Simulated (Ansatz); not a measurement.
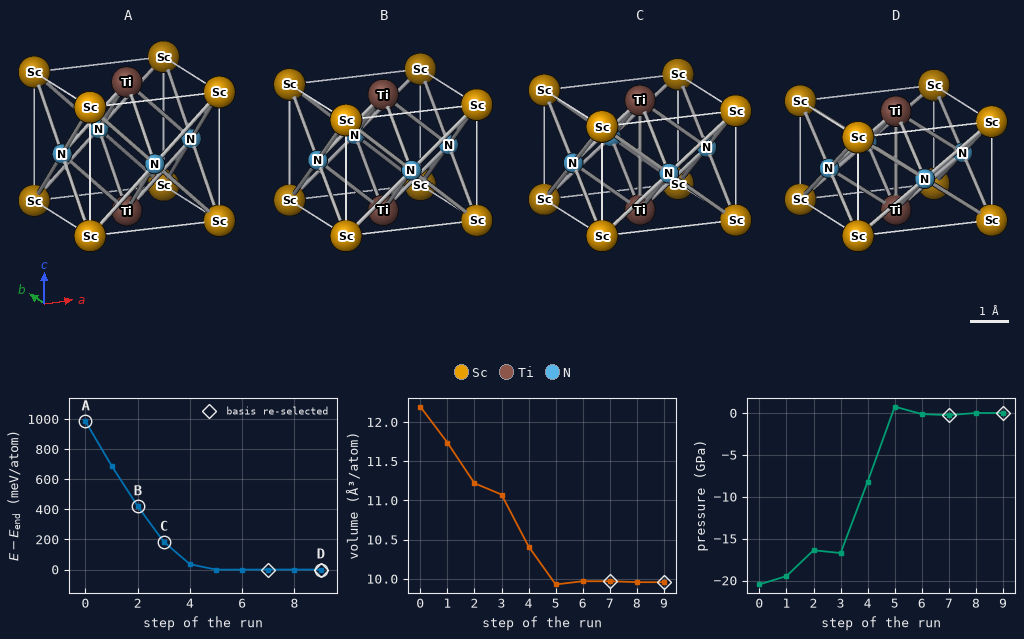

Frames of a relaxation of crystalline ScTiN₂ (a generated structure, set up in P4/mmm) (coarse preliminary run), marked on the history of the run. Style: ball-and-stick. Shown: the cell of the calculation, slightly off an axis.

Method: DFT PBE, scalar-relativistic, plane waves, PAW (Ansatz).

Input file:
```yaml
crystal:
  lattice:
    - [3.71954946, 0.0, 0.0]
    - [0.0, 3.71954946, 0.0]
    - [0.0, 0.0, 3.52659875]
  atoms:
    - { symbol: Sc, position: [0.0, 0.0, 0.0] }
    - { symbol: Ti, position: [0.5, 0.5, 0.0], spin: 1.0 }
    - { symbol: "N", position: [0.0, 0.5, 0.5] }
    - { symbol: "N", position: [0.5, 0.0, 0.5] }
basis:
  ecutwfc: 420
kpoints:
  mp_grid: { grid: [6, 6, 6] }
hamiltonian:
  xc: pbe
scf:
  occupations: { method: gaussian, width: 0.1 }
  lower_state_search: "off"
output:
  forces: true
  stress: true
  eigenvalues: true
  populations: true
magnetization:
  spin_polarized: true
relax:
  adjacent_minimum: "off"
  f_tol: 0.04
  max_steps: 70
  cell: { stress_tol: 0.4 }
```

Launched with:
```bash
ansatz run input.yaml --threads 1 --pin off --max-ram 2560MiB --backend cpu --events-out ev --progress --plain --runs-dir out
```

Question: What happens along the run?

Answer: No atom moves by more than 0.005 Å relative to the cell. The drawn cell changes as follows: a = b 3.720 → 3.839 Å (+3.2 %), c 3.527 → 2.703 Å (−23.3 %); the volume changes by −18.4 %. Some distances before and after: Sc1–Sc1 3.527 → 2.703 Å, Ti2–Ti2 3.527 → 2.703 Å, Ti2–N3 2.563 → 2.347 Å, Sc1–N3 2.563 → 2.347 Å. The space group stays P4/mmm (No. 123). Over 7 accepted moves (9 points after the start) the energy falls by 985 meV per atom. All forces vanish by symmetry, so only the cell relaxes. The pressure goes from −20.47 to 0.01 GPa. The SCF was repeated twice at an unchanged geometry on a basis and grid sized afresh for the cell, which shifted the energy by 0.4 meV per atom at most. The program noted that the starting moments weren't kept. The run may lie on a higher electronic state than the lowest, so the end point isn't shown to be the ground-state structure. From step 0 to 2: volume −8.0 %, energy −564 meV per atom. From step 2 to 3: volume −1.3 %, energy −236 meV per atom. From step 3 to 9: volume −10.1 %, energy −184 meV per atom.

```csv
step,"E − E(0), meV/atom","pressure, GPa","volume, Å³/atom",note
0,0.00,-20.47,12.198,
1,-294.53,-19.48,11.740,
2,-564.46,-16.39,11.220,
3,-800.50,-16.72,11.076,
4,-949.42,-8.18,10.413,
5,-985.10,0.77,9.929,
6,-985.07,-0.12,9.970,
7,-984.63,-0.25,9.970,"same geometry, new basis"
8,-984.68,0.01,9.958,
9,-984.64,0.01,9.958,"same geometry, new basis"
```
